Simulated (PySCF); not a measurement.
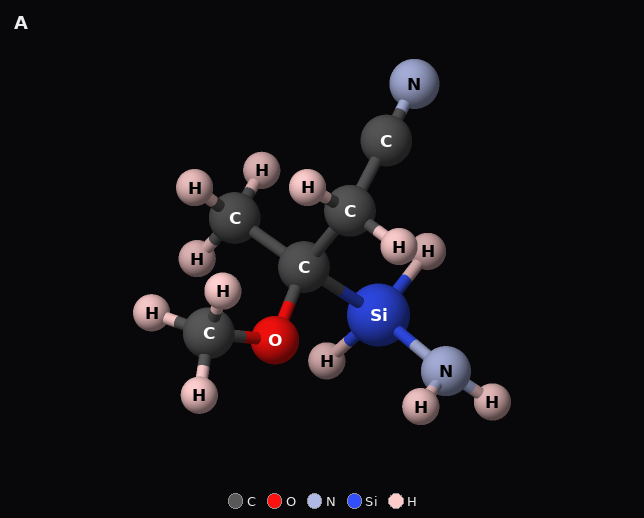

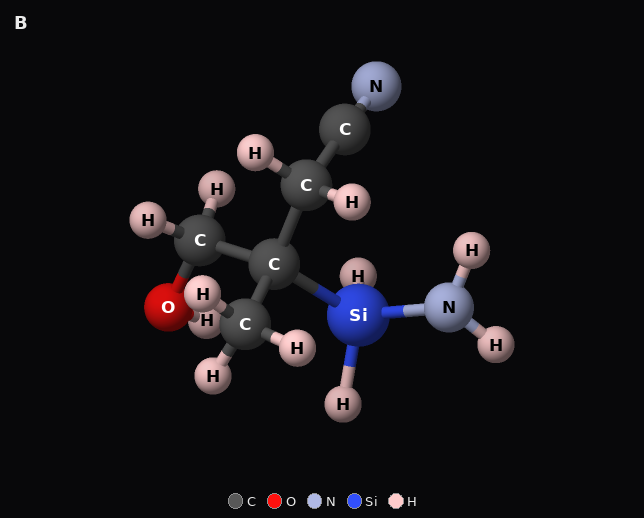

2 stationary structures of one formula. Geometries: GFN2-xTB. Electronic energies: PBE0/pcSseg-1 (PySCF 2.14.0), without zero-point energy. No frequency run is at hand to confirm each as a minimum. Each is one conformer, not always the lowest.

### Are they conformers, stereoisomers or constitutional isomers?

They are constitutional isomers of C5H12N2OSi: A `CO[C@@](C)(CC#N)[SiH2]N`, B `C[C@@](CO)(CC#N)[SiH2]N`.

### Rank them by energy, lowest first.

B is lowest; A lies 0.382 eV above it.

The geometry is semi-empirical. Around Si such bond lengths and angles can be off by a tenth of an ångström or more and by several degrees, and values that hang on the shape move with them.
